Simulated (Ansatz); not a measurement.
# PH₄ (doublet): correlated methods under varied settings at distance P1–H3 = 1.944 Å

Aim: run PH₄ (doublet) at one geometry under a spread of methods and options, and see what each costs and gives.

Program: Ansatz 0.2.0, Gaussian basis. Level of theory: the settings change from run to run. These are calculated values, not measurements.

21 further runs of the same task are left out: 17 that didn't finish, 4 set aside as unsound or not needed.

**1. What is computed**

The geometry derives from a PBE0/def2-TZVP stationary point (not a proven minimum). One bond is set to the value named and the two fragments are kept rigid.

5 atoms, charge 0, spin multiplicity 2.

Atoms are counted from 1 here; the program's logs count them from 0.

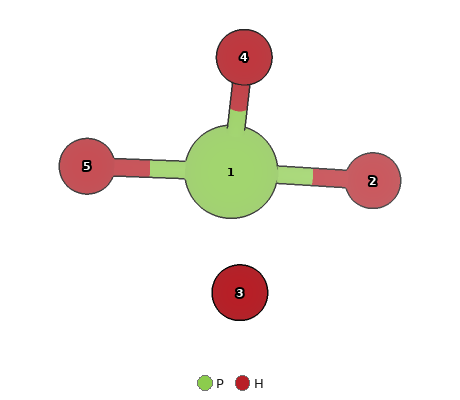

The geometry (phosphorus green, hydrogen red); atoms are numbered from 1 in the order of the file.

**2. CISDTQ/STO-3G**

Input file in.yaml:

```yaml
crystal:
  periodic: [false, false, false]
  atoms:
    - {symbol: P, position_ang: [0.055537, -0.011764, 0.000000]}
    - {symbol: H, position_ang: [0.171487, -0.011764, -1.514668]}
    - {symbol: H, position_ang: [-1.196879, 1.475042, 0.000000]}
    - {symbol: H, position_ang: [-0.852720, -1.090002, 0.000000]}
    - {symbol: H, position_ang: [0.171487, -0.011764, 1.514668]}
basis:
  gaussian: {orbitals: STO-3G, point_charges: [{charge: 0.50, position_ang: [2.936, 0.882, -0.332]}]}
magnetization: {spin_polarized: false, initial_magnetization: 1}
correlation: {active_space: {ras: {orbitals: [4, 1, 3], electrons: 9, max_holes: 4, max_particles: 4}, fixed_orbitals: true}}
scf: {lower_state_search: off}
```

Started as:

```sh
$ ansatz run in.yaml --threads 1 --pin off --events-out ev --progress --plain --max-ram 2393MiB
```

Standard output:

```text
Functional definition: HF
  name "HF"
  cite "Fock, Z. Phys. 61, 126 (1930) doi:10.1007/BF01340294"
  parent pbe
  exchange = exact_x
  correlation = 0
these checks for a lower state are left out or cut short: stability, starts, cluster_reference, orbital_swaps, neighbouring_geometries, increment
146 factors; integrals over basis functions are off by at most 1.7e-5 eV
mean field evaluation 1: about -9223.2613 eV, gradient 5.2e0 eV
mean field evaluation 2: about -9223.2989 eV, gradient 5.2e0 eV
mean field evaluation 4: about -9223.4544 eV, gradient 2.6e-1 eV
mean field evaluation 8: about -9223.4552 eV, gradient 2.7e-6 eV
mean field -9223.45522792 eV, -338.9557277434 hartree, gradient 6.6e-6 eV, S^2 0.750000; 0 other end points of the search recorded, 0 dependent functions left out
reference -9223.45522792 eV, -338.9557277434 hartree; 10, 9 occupied and 3, 4 virtual orbitals, 146 factors
state -9226.58304697 eV, -339.0706729734 hartree
Total energy: -9226.58304697 eV, -339.0706729734 hartree
Checks for a lower state left out: stability, starts, cluster_reference, orbital_swaps, neighbouring_geometries, increment
```

Wall time 0.15 s (1 thread of Intel Xeon Platinum 8488C, shared host).

From the report: 3,120 determinants.

**3. NEVPT4(SD)(3,2)/6-31G**

Input file in.yaml:

```yaml
crystal:
  periodic: [false, false, false]
  atoms:
    - {symbol: P, position_ang: [0.055537, -0.011764, 0.000000]}
    - {symbol: H, position_ang: [0.171487, -0.011764, -1.514668]}
    - {symbol: H, position_ang: [-1.196879, 1.475042, 0.000000]}
    - {symbol: H, position_ang: [-0.852720, -1.090002, 0.000000]}
    - {symbol: H, position_ang: [0.171487, -0.011764, 1.514668]}
basis:
  gaussian: {orbitals: 6-31G}
magnetization: {spin_polarized: false, initial_magnetization: 1}
correlation: {method: fic_nevpt4_sd, electrons: outside_noble_gas, active_space: {window: {electrons: 3, orbitals: 2}}}
```

Same command.

Standard output:

```text
Functional definition: HF
  name "HF"
  cite "Fock, Z. Phys. 61, 126 (1930) doi:10.1007/BF01340294"
  parent pbe
  exchange = exact_x
  correlation = 0
268 factors; integrals over basis functions are off by at most 2.5e-4 eV
mean field evaluation 1: about -9327.9775 eV, gradient 7.2e0 eV
mean field evaluation 2: about -9327.9803 eV, gradient 7.2e0 eV
mean field evaluation 4: about -9328.2819 eV, gradient 3.0e-1 eV
mean field evaluation 8: about -9328.2825 eV, gradient 1.6e-6 eV
mean field -9328.28253549 eV, -342.8080602424 hartree, gradient 2.7e-6 eV, S^2 0.750000; 0 other end points of the search recorded, 0 dependent functions left out
reference -9328.28253549 eV, -342.8080602424 hartree; 10, 9 occupied and 11, 12 virtual orbitals, 268 factors
state -9328.28253549 eV, -342.8080602424 hartree
state -9328.28253549 eV, -342.8080602424 hartree; corrected -9331.30544326 eV, -342.9191500540 hartree
WARN: 1 active orbitals are nearly empty or full. The corrections depend on them more than the energy does, and are more stable in an active space without them
Total energy: -9331.30544326 eV, -342.9191500540 hartree
```

It took 0.3 s on 1 thread of Intel Xeon Platinum 8488C, shared host.

From the report: 2 determinants; active occupations 2.00, 1.00. The report marks this result as in doubt.

**4. NEVPT4(SD)(7,4)/STO-3G**

Changes to in.yaml since step 3:

```diff
@@ -9,4 +9,6 @@
 basis:
-  gaussian: {orbitals: 6-31G}
+  gaussian: {orbitals: STO-3G}
 magnetization: {spin_polarized: false, initial_magnetization: 1}
-correlation: {method: fic_nevpt4_sd, electrons: outside_noble_gas, active_space: {window: {electrons: 3, orbitals: 2}}}
+correlation: {method: fic_nevpt4_sd, electrons: outside_noble_gas, active_space: {window: {electrons: 7, orbitals: 4}}}
+accuracy: high
+scf: {lower_state_search: light}
```

The command is unchanged.

Standard output:

```text
Functional definition: HF
  name "HF"
  cite "Fock, Z. Phys. 61, 126 (1930) doi:10.1007/BF01340294"
  parent pbe
  exchange = exact_x
  correlation = 0
201 factors; integrals over basis functions are off by at most 5.0e-9 eV
mean field evaluation 1: about -9223.1730 eV, gradient 6.3e0 eV
mean field evaluation 2: about -9223.2104 eV, gradient 6.2e0 eV
mean field evaluation 4: about -9223.4263 eV, gradient 2.5e-1 eV
mean field evaluation 8: about -9223.4267 eV, gradient 3.8e-7 eV
mean field -9223.42671005 eV, -338.9546797311 hartree, gradient 3.9e-8 eV, S^2 0.750000; 0 other end points of the search recorded, 0 dependent functions left out
reference -9223.42671005 eV, -338.9546797311 hartree; 10, 9 occupied and 3, 4 virtual orbitals, 201 factors
state -9223.42671005 eV, -338.9546797311 hartree
state -9223.42671005 eV, -338.9546797311 hartree; corrected -9226.19168442 eV, -339.0562906651 hartree
WARN: 3 active orbitals are nearly empty or full. The corrections depend on them more than the energy does, and are more stable in an active space without them
Total energy: -9226.19168442 eV, -339.0562906651 hartree
```

Run time: 0.24 s. Hardware: 1 thread of Intel Xeon Platinum 8488C, shared host.

From the report: 3 determinants; active occupations 2.00, 2.00, 2.00, 1.00. The report marks this result as in doubt.

**5. CASCI(1,2)/def2-mTZVP**

Changes to in.yaml since step 4:

```diff
@@ -9,6 +9,4 @@
 basis:
-  gaussian: {orbitals: STO-3G}
+  gaussian: {orbitals: def2-mTZVP}
 magnetization: {spin_polarized: false, initial_magnetization: 1}
-correlation: {method: fic_nevpt4_sd, electrons: outside_noble_gas, active_space: {window: {electrons: 7, orbitals: 4}}}
-accuracy: high
-scf: {lower_state_search: light}
+correlation: {active_space: {window: {electrons: 1, orbitals: 2}, fixed_orbitals: true}}
```

The command is unchanged.

Standard output:

```text
Functional definition: HF
  name "HF"
  cite "Fock, Z. Phys. 61, 126 (1930) doi:10.1007/BF01340294"
  parent pbe
  exchange = exact_x
  correlation = 0
321 factors; integrals over basis functions are off by at most 8.8e-4 eV
mean field evaluation 1: about -9329.8325 eV, gradient 8.7e0 eV
mean field evaluation 2: about -9329.8348 eV, gradient 8.7e0 eV
mean field evaluation 4: about -9330.4507 eV, gradient 5.4e-1 eV
mean field evaluation 8: about -9330.4568 eV, gradient 3.0e-3 eV
mean field -9330.45679425 eV, -342.8879627779 hartree, gradient 3.7e-6 eV, S^2 0.750000; 0 other end points of the search recorded, 0 dependent functions left out
reference -9330.45679425 eV, -342.8879627779 hartree; 10, 9 occupied and 24, 25 virtual orbitals, 321 factors
state -9330.45679425 eV, -342.8879627779 hartree
Total energy: -9330.45679425 eV, -342.8879627779 hartree
```

Run time: 0.12 s. Hardware: 1 thread of Intel Xeon Platinum 8488C, shared host.

From the report: 2 determinants; active occupations 1.00, 0.00. With so small a space the active step adds no correlation: the energy is the mean field's.

**6. BCCD(T) on ROHF/6-31G**

Changes to in.yaml since step 5:

```diff
@@ -9,4 +9,5 @@
 basis:
-  gaussian: {orbitals: def2-mTZVP}
+  gaussian: {orbitals: 6-31G}
 magnetization: {spin_polarized: false, initial_magnetization: 1}
-correlation: {active_space: {window: {electrons: 1, orbitals: 2}, fixed_orbitals: true}}
+correlation: {method: bccd_t, electrons: valence}
+output: {forces: true}
```

Same command.

Standard output, cut to the lines that bear on the results:

```text
Functional definition: HF
  name "HF"
  cite "Fock, Z. Phys. 61, 126 (1930) doi:10.1007/BF01340294"
  parent pbe
[...]
268 factors; integrals over basis functions are off by at most 2.5e-4 eV
[...]
mean field -9328.28253549 eV, -342.8080602424 hartree, gradient 2.7e-6 eV, S^2 0.750000; 0 other end points of the search recorded, 0 dependent functions left out
[...]
5 core orbitals not correlated: weight in the atoms' cores, before any rotation towards them, 1.000 or more for the frozen orbitals, at most 0.000 for the correlated occupied ones
reference -9328.28253549 eV, -342.8080602424 hartree; 5, 4 occupied and 11, 12 virtual orbitals, 268 factors
second order -2.16759649 eV of doubles, -0.09648742 eV of singles
cycle   1  -2.83761909 eV  change   -5.7e-1 eV  update   7.4e-2
[...]
cycle  15  -3.15018806 eV  change    7.9e-7 eV  update   4.9e-7
perturbative correction -0.04671385 eV, -0.0017167024 hartree
[...]
Total energy: -9331.47943741 eV, -342.9255442208 hartree
Atom 0 at     0.055537    -0.011764     0.000000 Å, force    -0.927558     2.234413     0.000000 eV/Å
Atom 1 at     0.171487    -0.011764    -1.514668 Å, force    -0.114854     0.256710    -1.080807 eV/Å
Atom 2 at    -1.196879     1.475042     0.000000 Å, force     1.770355    -2.144251     0.000000 eV/Å
Atom 3 at    -0.852720    -1.090002     0.000000 Å, force    -0.613091    -0.603582    -0.000000 eV/Å
Atom 4 at     0.171487    -0.011764     1.514668 Å, force    -0.114854     0.256710     1.080807 eV/Å
Dipole moment:    -0.124092    -0.094556    -0.000000 e Å
```

Wall time 0.66 s (1 thread of Intel Xeon Platinum 8488C, shared host).

From the report: correlation -3.1969 eV; largest double amplitude 0.16.

**7. CASSCF(3,7)/cc-pVDZ**

Changes to in.yaml since step 6:

```diff
@@ -9,5 +9,6 @@
 basis:
-  gaussian: {orbitals: 6-31G}
+  gaussian: {orbitals: cc-pVDZ}
 magnetization: {spin_polarized: false, initial_magnetization: 1}
-correlation: {method: bccd_t, electrons: valence}
-output: {forces: true}
+correlation: {active_space: {window: {electrons: 3, orbitals: 7}, states: [{multiplicity: 2, weights: [0.5, 1]}]}}
+accuracy: high
+scf: {lower_state_search: full}
```

The command is unchanged.

Standard output:

```text
Functional definition: HF
  name "HF"
  cite "Fock, Z. Phys. 61, 126 (1930) doi:10.1007/BF01340294"
  parent pbe
  exchange = exact_x
  correlation = 0
842 factors; integrals over basis functions are off by at most 4.0e-9 eV
mean field evaluation 1: about -9330.0258 eV, gradient 8.7e0 eV
mean field evaluation 2: about -9330.0481 eV, gradient 8.7e0 eV
mean field evaluation 4: about -9330.6039 eV, gradient 5.7e-1 eV
mean field evaluation 8: about -9330.6099 eV, gradient 6.8e-2 eV
mean field evaluation 16: about -9304.3966 eV, gradient 3.9e1 eV
mean field evaluation 32: about -9330.6101 eV, gradient 6.0e-6 eV
mean field evaluation 64: about -9330.6101 eV, gradient 2.2e-8 eV
mean field -9330.61012269 eV, -342.8935974942 hartree, gradient 7.5e-8 eV, S^2 0.750000; 3 other end points of the search recorded, 0 dependent functions left out
reference -9330.61012269 eV, -342.8935974942 hartree; 10, 9 occupied and 28, 29 virtual orbitals, 842 factors
state -9331.54645342 eV, -342.9280070139 hartree
state -9329.43018607 eV, -342.8502356231 hartree
Total energy: -9330.13560852 eV, -342.8761594200 hartree
```

It took 2.3 s on 1 thread of Intel Xeon Platinum 8488C, shared host.

From the report: 147 determinants; active occupations (of the averaged states) 1.91, 0.71, 0.35, 0.02, 0.01, 0.00, 0.00.

**8. CASSCF(3,6)/6-31G**

Changes to in.yaml since step 7:

```diff
@@ -9,6 +9,5 @@
 basis:
-  gaussian: {orbitals: cc-pVDZ}
+  gaussian: {orbitals: 6-31G}
 magnetization: {spin_polarized: false, initial_magnetization: 1}
-correlation: {active_space: {window: {electrons: 3, orbitals: 7}, states: [{multiplicity: 2, weights: [0.5, 1]}]}}
-accuracy: high
-scf: {lower_state_search: full}
+correlation: {active_space: {window: {electrons: 3, orbitals: 6}}}
+scf: {lower_state_search: off}
```

Launched as before.

Standard output:

```text
Functional definition: HF
  name "HF"
  cite "Fock, Z. Phys. 61, 126 (1930) doi:10.1007/BF01340294"
  parent pbe
  exchange = exact_x
  correlation = 0
these checks for a lower state are left out or cut short: stability, starts, cluster_reference, orbital_swaps, neighbouring_geometries, increment
268 factors; integrals over basis functions are off by at most 2.5e-4 eV
mean field evaluation 1: about -9327.9775 eV, gradient 7.2e0 eV
mean field evaluation 2: about -9327.9803 eV, gradient 7.2e0 eV
mean field evaluation 4: about -9328.2819 eV, gradient 3.0e-1 eV
mean field evaluation 8: about -9328.2825 eV, gradient 1.6e-6 eV
mean field -9328.28253549 eV, -342.8080602424 hartree, gradient 2.7e-6 eV, S^2 0.750000; 0 other end points of the search recorded, 0 dependent functions left out
reference -9328.28253549 eV, -342.8080602424 hartree; 10, 9 occupied and 11, 12 virtual orbitals, 268 factors
state -9329.21832613 eV, -342.8424499140 hartree
Total energy: -9329.21832613 eV, -342.8424499140 hartree
Checks for a lower state left out: stability, starts, cluster_reference, orbital_swaps, neighbouring_geometries, increment
```

Run time: 0.18 s. Hardware: 1 thread of Intel Xeon Platinum 8488C, shared host.

From the report: 90 determinants; active occupations 1.90, 1.00, 0.10, 0.00, 0.00, 0.00.

**9. HF/6-31G**

Changes to in.yaml since step 8:

```diff
@@ -10,4 +10,5 @@
   gaussian: {orbitals: 6-31G}
-magnetization: {spin_polarized: false, initial_magnetization: 1}
-correlation: {active_space: {window: {electrons: 3, orbitals: 6}}}
-scf: {lower_state_search: off}
+magnetization: {spin_polarized: true, initial_magnetization: 1}
+hamiltonian: {xc: hf}
+scf: {lower_state_search: light}
+output: {orbitals: {seedname: orbitals}}
```

The command is unchanged.

Standard output:

```text
Functional definition: HF
  name "HF"
  cite "Fock, Z. Phys. 61, 126 (1930) doi:10.1007/BF01340294"
  parent pbe
  exchange = exact_x
  correlation = 0
268 factors; integrals over basis functions are off by at most 2.5e-4 eV
mean field evaluation 1: about -9327.9793 eV, gradient 6.1e0 eV
mean field evaluation 2: about -9327.9822 eV, gradient 6.1e0 eV
mean field evaluation 4: about -9328.4796 eV, gradient 8.5e-1 eV
mean field evaluation 8: about -9328.5174 eV, gradient 2.9e-1 eV
mean field evaluation 16: about -9328.5601 eV, gradient 1.9e-5 eV
mean field evaluation 32: about -9322.2824 eV, gradient 1.6e1 eV
mean field -9328.56011337 eV, -342.8182610411 hartree, gradient 1.9e-5 eV, S^2 0.957853; 0 other end points of the search recorded, 0 dependent functions left out
reference -9328.56011337 eV, -342.8182610411 hartree; 10, 9 occupied and 11, 12 virtual orbitals, 268 factors
Total energy: -9328.56011337 eV, -342.8182610411 hartree
```

It took 0.15 s on 1 thread of Intel Xeon Platinum 8488C, shared host.

From the report: ⟨S²⟩ of the determinant 0.958 (pure doublet: 0.75).

**10. CCSDT on UHF/6-31G**

Changes to in.yaml since step 9:

```diff
@@ -11,4 +11,3 @@
 magnetization: {spin_polarized: true, initial_magnetization: 1}
-hamiltonian: {xc: hf}
-scf: {lower_state_search: light}
-output: {orbitals: {seedname: orbitals}}
+correlation: {method: ccsdt, electrons: all}
+scf: {lower_state_search: full}
```

Launched as before.

Standard output, cut to the lines that bear on the results:

```text
Functional definition: HF
  name "HF"
  cite "Fock, Z. Phys. 61, 126 (1930) doi:10.1007/BF01340294"
  parent pbe
[...]
451 factors; integrals over basis functions are off by at most 7.2e-8 eV
[...]
mean field -9328.56028278 eV, -342.8182672669 hartree, gradient 1.5e-6 eV, S^2 0.957884; 11 other end points of the search recorded, 0 dependent functions left out
determinant -9328.56028278 eV, -342.8182672669 hartree, with singles and doubles -9331.51646472 eV, -342.9269049493 hartree
determinant -9326.85699023 eV, -342.7556724202 hartree, with singles and doubles -9329.70936210 eV, -342.8604951529 hartree
reference -9328.56028278 eV, -342.8182672669 hartree; 10, 9 occupied and 11, 12 virtual orbitals, 451 factors
second order -1.98058575 eV of doubles, -0.00000000 eV of singles
cycle   1  -2.45811062 eV  change   -4.8e-1 eV  update   7.7e-2
[...]
cycle  18  -3.02655046 eV  change    3.1e-7 eV  update   8.8e-7
Total energy: -9331.58683324 eV, -342.9294909449 hartree
```

Wall time 3.3 s (1 thread of Intel Xeon Platinum 8488C, shared host).

From the report: ⟨S²⟩ of the determinant 0.958 (pure doublet: 0.75); correlation -3.0266 eV; T1 0.035; largest double amplitude 0.16.

**11. The runs in one table**

Where basis and cores are those of an earlier FCI/6-31G run (-9331.5002 eV), and the state is the same kind, the miss against it is given. † marks a result that the program doubts.

```tsv
level	correlated	functions	energy (eV)	from FCI (meV)	time
CISDTQ/STO-3G (beside a point charge)	outside noble gas	13	-9226.5830		0.15 s
NEVPT4(SD)(3,2)/6-31G †	outside noble gas	21	-9331.3054	194.8	0.3 s
NEVPT4(SD)(7,4)/STO-3G †	outside noble gas	13	-9226.1917		0.24 s
CASCI(1,2)/def2-mTZVP		34	-9330.4568		0.12 s
BCCD(T) on ROHF/6-31G	valence	21	-9331.4794	20.8	0.66 s
CASSCF(3,7)/cc-pVDZ (mean of several states)		38	-9330.1356		2.3 s
CASSCF(3,6)/6-31G		21	-9329.2183	2281.9	0.18 s
HF/6-31G		21	-9328.5601	2940.1	0.15 s
CCSDT on UHF/6-31G	all	21	-9331.5868		3.3 s
```

**12. Outcome**

| quantity | value |
| --- | --- |
| runs | 9 |
| quickest | CASCI(1,2)/def2-mTZVP, 0.12 s |
| slowest | CCSDT on UHF/6-31G, 3.3 s |

**Reading.** Total energies in different bases, with other cores or another treatment of relativity can't be set against each other. CCSDT on UHF/6-31G took 28 times as long as CASCI(1,2)/def2-mTZVP; the jobs differ in more than the method. Among the correlated runs with a miss given, it spans +21 to +195 meV. Hartree-Fock, CASSCF and CASCI lack dynamic correlation by design.
